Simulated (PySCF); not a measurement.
SMILES c1cc(ccc1)[SiH2][SiH2]CC (C8H14Si2) at its GFN2-xTB optimised geometry (Å):

```
24

C     -3.3060    -1.0036     3.1386
C     -3.0143    -2.4987     3.1038
Si    -1.3787    -2.9029     2.2079
Si    -1.3973    -2.0485     0.0525
C     -0.4460    -0.4168     0.0000
C     -1.0963     0.8124     0.0077
C     -0.3871     2.0000     0.0104
C      0.9972     1.9789     0.0060
C      1.6637     0.7647     0.0000
C      0.9457    -0.4168     0.0000
H     -2.5073    -0.4682     3.6482
H     -3.3895    -0.6037     2.1294
H     -4.2391    -0.7981     3.6621
H     -2.9841    -2.8800     4.1259
H     -3.8418    -3.0121     2.6097
H     -0.2848    -2.3521     3.0258
H     -1.2175    -4.3647     2.2471
H     -0.7599    -2.9442    -0.9250
H     -2.7444    -1.7694    -0.4734
H     -2.1774     0.8396     0.0061
H     -0.9133     2.9442     0.0145
H      1.5547     2.9044     0.0062
H      2.7444     0.7414    -0.0048
H      1.4728    -1.3614    -0.0047
```

Calculation: B3LYP/def2-SVP (PySCF 2.14.0). Cells within 0.4 Å of a nucleus heavier than hydrogen are left out (blank, or x).

Map of the log10 of the electron density (e/bohr³), floored at −4 on the plane z = 0.0 Å:

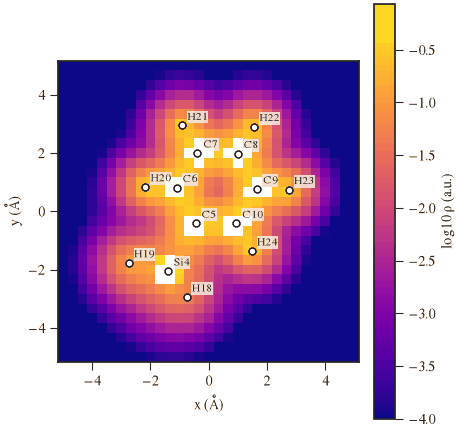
Figure: Log10 of the electron density (e/bohr³), floored at −4 on the plane z = 0.0 Å.
